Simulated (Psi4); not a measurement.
# CH4FGeN (SMILES [H]/N=[C](/F)[GeH3]) at BHLYP/6-31G(d) (spherical functions)

Aim: the vertical ionisation energy of CH4FGeN at BHLYP/6-31G* (spherical functions), from 2 runs. 

The results are computed with Psi4 1.11.

2 further runs of the same task are left out: 2 set aside as unsound or not needed. Runs told in other sessions of the task aren't counted.

### 1 The system as given

The species is CH4FGeN (8 atoms), meant as a singlet with charge 0. As SMILES, `[H]/N=[C](/F)[GeH3]`. The coordinates come from a PBE0-D4/def2-TZVP relaxation.

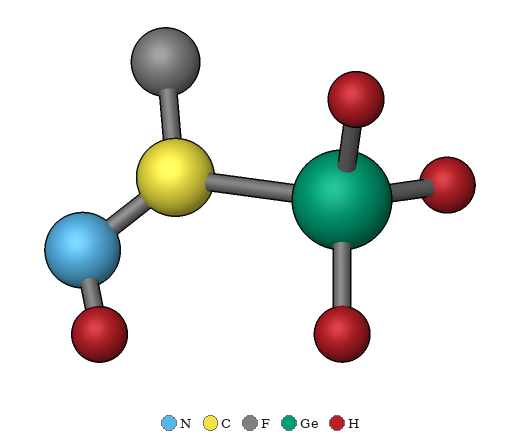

Viewed from a chosen angle; nitrogen blue, carbon yellow, fluorine grey, germanium teal, hydrogen red.

### 2 Energy and gradient at BHLYP/6-31G(d) (spherical functions)

File ch4fgen.xyz:

```xyz
8
CH4FGeN
N      1.895900     0.222300    -0.348500
C      0.908100     0.027300     0.385600
F      1.137400    -0.127100     1.702400
Ge    -1.019900    -0.103800    -0.035500
H      1.617200     0.325400    -1.319900
H     -1.766200     1.006900     0.710300
H     -1.149700     0.071600    -1.553900
H     -1.530700    -1.479600     0.403700
```

File run.py:

```python
import numpy as np
from ase.calculators.psi4 import Psi4
from ase.io import read

atoms = read('ch4fgen.xyz')
calc = Psi4(atoms=atoms, method='bhhlyp', basis='6-31G*', memory='2200MB', num_threads=1, charge=0, multiplicity=1, label='psi4-calc', reference='rks')
calc.psi4.set_options({'puream': True, 'e_convergence': 1e-09, 'd_convergence': 1e-08, 'scf_type': 'pk', 'dft_radial_points': 99, 'dft_spherical_points': 590})
atoms.calc = calc

forces = atoms.get_forces()
print(f'energy: {atoms.get_potential_energy():.6f} eV')
print('forces / eV A^-1')
print(np.round(forces, 5))
```

Command:

```sh
$ python run.py
```

psi4-calc.dat:

```text
[...]
  Running in c1 symmetry.
[...]
  Nuclear repulsion =  257.992179624617791
[...]
  Multiplicity = 1
[...]
  Nalpha       = 29
  Nbeta        = 29
[...]
    Number of basis functions: 82
[...]
   @RKS iter   1: -2270.22613944901877   -2.46477e+00   3.18606e-02 ADIIS/DIIS
[...]
   @RKS iter  12: -2271.66125771712541   -1.27329e-11   6.18804e-09 DIIS
[...]
    Orbital Energies [Eh]
    ---------------------
    Doubly Occupied:
       1A   -401.246162     2A    -50.735676     3A    -45.094308
       4A    -45.094081     5A    -45.094054     6A    -25.322395
       7A    -14.811006     8A    -10.716893     9A     -6.635067
      10A     -4.731505    11A     -4.730907    12A     -4.730710
      13A     -1.403709    14A     -1.402462    15A     -1.402036
      16A     -1.399354    17A     -1.399276    18A     -1.382849
      19A     -1.044568    20A     -0.725881    21A     -0.669434
      22A     -0.592717    23A     -0.557659    24A     -0.538938
      25A     -0.458922    26A     -0.424852    27A     -0.418643
      28A     -0.373389    29A     -0.341712
[...]
  @RKS Final Energy: -2271.66125771712541
   => Energetics <=
    Nuclear Repulsion Energy =            257.9921796246177905
    One-Electron Energy =               -3674.8189722246024758
    Two-Electron Energy =                1198.0581132616914601
    DFT Exchange-Correlation Energy =     -52.8925783788318498
    Empirical Dispersion Energy =           0.0000000000000000
    VV10 Nonlocal Energy =                  0.0000000000000000
    Total Energy =                      -2271.6612577171254088
[...]
 Multipole Moments:
 ------------------------------------------------------------------------------------
     Multipole            Electronic (a.u.)      Nuclear  (a.u.)        Total (a.u.)
 ------------------------------------------------------------------------------------
 L = 1.  Multiply by 2.5417464519 to convert [e a0] to [Debye]
 Dipole X            :         -5.8588542            4.8042873           -1.0545669
 Dipole Y            :         -0.6747506            0.6620271           -0.0127236
 Dipole Z            :          0.7697260           -1.4420851           -0.6723591
 Magnitude           :                                                    1.2507358
[...]
  -Total Gradient:
     Atom            X                  Y                   Z
    ------   -----------------  -----------------  -----------------
       1        0.004602341014     0.000071207149     0.002834108284
       2       -0.002274452066    -0.000069809385    -0.001048577316
       3        0.001559155643    -0.000455450245     0.004358674274
       4       -0.001541564305    -0.000013062425    -0.000992408375
       5       -0.001666552823     0.000537425063    -0.005148684845
       6       -0.000438718237     0.000463201254     0.000292542855
       7        0.000111117955     0.000055506816    -0.000466674128
       8       -0.000344906495    -0.000589749378     0.000180627117
[...]
```

The script printed:

```text
energy: -61815.051400 eV
forces / eV A^-1
[[-0.23666 -0.00366 -0.14574]
 [ 0.11696  0.00359  0.05392]
 [-0.08018  0.02342 -0.22413]
 [ 0.07927  0.00067  0.05103]
 [ 0.0857  -0.02764  0.26476]
 [ 0.02256 -0.02382 -0.01504]
 [-0.00571 -0.00285  0.024  ]
 [ 0.01774  0.03033 -0.00929]]
```

It took 22 s on 1 thread of Intel Xeon Platinum 8488C (Sapphire Rapids), shared host; peak memory 1.2 GiB.

### 3 The doublet cation: the energy at UBHLYP/6-31G(d) (spherical functions)

File calc.py:

```python
import psi4

psi4.set_memory('2200 MB')
psi4.set_num_threads(1)
psi4.core.set_output_file('ch4fgen.out', False)

mol = psi4.geometry("""
1 2
N      3.58273176     0.42008612    -0.65856955
C      1.71606029     0.05158952     0.72867839
F      2.14937449    -0.24018419     3.21706975
Ge    -1.92733167    -0.19615357    -0.06708528
H      3.05606509     0.61491688    -2.49424951
H     -3.33763428     1.90276523     1.34227247
H     -2.17261813     0.13530439    -2.93644543
H     -2.89260378    -2.79603877     0.76288244
units bohr
symmetry c1
""")

psi4.set_options({
    'basis': '6-31G*',
    'reference': 'uks',
    'puream': True,
    'e_convergence': 1e-09,
    'd_convergence': 1e-08,
    'scf_type': 'pk',
    'dft_radial_points': 99,
    'dft_spherical_points': 590,
    'maxiter': 100,
})

result, w = psi4.energy("BHHLYP", molecule=mol, return_wfn=True)
psi4.oeprop(w, "MAYER_INDICES", "DIPOLE", "MULLIKEN_CHARGES")
print('E =', round(result, 9))
for k, v in sorted(psi4.core.scalar_variables().items()):
    print(f'{k:45s} {v:18.10f}')
```

Command:

```sh
$ python calc.py
```

ch4fgen.out, shortened:

```text
[...]
  Running in c1 symmetry.
[...]
  Nuclear repulsion =  257.992180007590889
[...]
  Multiplicity = 2
[...]
  Nalpha       = 29
  Nbeta        = 28
[...]
    Number of basis functions: 82
[...]
   @UKS iter   1: -2269.97174572322638   -2.21038e+00   3.12606e-02 DIIS/ADIIS
[...]
   @UKS iter  19: -2271.28297446611668   -5.45697e-12   9.27425e-09 DIIS
[...]
   @S^2 Observed:                7.648107507E-01
[...]
  @UKS Final Energy: -2271.28297446611668
   => Energetics <=
    Nuclear Repulsion Energy =            257.9921800075908891
    One-Electron Energy =               -3660.6982772625815414
    Two-Electron Energy =                1184.1190197991149944
    DFT Exchange-Correlation Energy =     -52.6958970102407918
    Empirical Dispersion Energy =           0.0000000000000000
    VV10 Nonlocal Energy =                  0.0000000000000000
    Total Energy =                      -2271.2829744661166842
  UHF NO Occupations:
  HONO-2 :   27  A 1.9972104
  HONO-1 :   28  A 1.9960306
[...]
 Multipole Moments:
 ------------------------------------------------------------------------------------
     Multipole            Electronic (a.u.)      Nuclear  (a.u.)        Total (a.u.)
 ------------------------------------------------------------------------------------
 L = 1.  Multiply by 2.5417464519 to convert [e a0] to [Debye]
 Dipole X            :         -4.0151353            4.8042873            0.7891520
 Dipole Y            :         -0.4459678            0.6620271            0.2160593
 Dipole Z            :          0.4063704           -1.4420851           -1.0357147
 Magnitude           :                                                    1.3199043
[...]
  Mulliken Charges: (a.u.)
   Center  Symbol    Alpha    Beta     Spin     Total
       1     N     4.05077  3.21776  0.83301 -0.26852
       2     C     2.67425  2.70550 -0.03125  0.62024
       3     F     4.63706  4.59595  0.04111 -0.23301
       4    GE    16.01194 15.90773  0.10421  0.08034
       5     H     0.27756  0.26055  0.01701  0.46188
       6     H     0.44641  0.42566  0.02075  0.12792
       7     H     0.45544  0.46160 -0.00615  0.08296
       8     H     0.44657  0.42525  0.02131  0.12818
   Total alpha = 29.00000, Total beta = 28.00000, Total charge =  1.00000
[...]
```

Standard output:

```text
E = -2271.282974466
CURRENT ENERGY                                  -2271.2829744661
CURRENT REFERENCE ENERGY                        -2271.2829744661
DD SOLVATION ENERGY                                 0.0000000000
DFT FUNCTIONAL TOTAL ENERGY                     -2271.2829744661
DFT TOTAL ENERGY                                -2271.2829744661
DFT VV10 ENERGY                                     0.0000000000
DFT XC ENERGY                                     -52.6958970102
GRID ELECTRONS ALPHA                               28.9999994762
GRID ELECTRONS BETA                                27.9999995140
GRID ELECTRONS TOTAL                               56.9999989902
NUCLEAR REPULSION ENERGY                          257.9921800076
ONE-ELECTRON ENERGY                             -3660.6982772626
PCM POLARIZATION ENERGY                             0.0000000000
PE ENERGY                                           0.0000000000
SCF ITERATION ENERGY                            -2271.2829744661
SCF ITERATIONS                                     19.0000000000
SCF TOTAL ENERGY                                -2271.2829744661
TWO-ELECTRON ENERGY                              1184.1190197991
XC GRID RADIAL POINTS                              99.0000000000
XC GRID SPHERICAL POINTS                          590.0000000000
XC GRID TOTAL POINTS                           445224.0000000000
```

It took 23 s on 1 thread of Intel Xeon Platinum 8488C (Sapphire Rapids), shared host; peak memory 1.1 GiB.

### 4 What came out

At BHLYP/6-31G* (spherical functions):

| quantity | value |
| --- | --- |
| singlet CH4FGeN: total energy | -2271.66126 Eh |
| singlet CH4FGeN: dipole moment | 3.18 D |
| singlet CH4FGeN: HOMO energy | -9.30 eV |
| singlet CH4FGeN: LUMO energy | 0.96 eV |
| singlet CH4FGeN: HOMO–LUMO gap | 10.26 eV |
| singlet CH4FGeN: largest force on an atom | 0.280 eV/Å |
| doublet cation: total energy | -2271.28297 Eh |
| doublet cation: HOMO energy (highest over α and β) | -16.52 eV |
| doublet cation: LUMO energy (lowest over α and β) | -11.30 eV |
| doublet cation: ⟨S²⟩ | 0.765 |
| vertical ionisation energy (to the doublet cation) | 10.294 eV |

**Reading.** The vertical ionisation energy comes to 10.29 eV (237 kcal/mol). The largest force (singlet CH4FGeN) is 0.28 eV/Å: the shape isn't a stationary point for this species at this level. −ε(HOMO) before ionisation, 9.30 eV, is 1.00 eV below this ionisation energy.
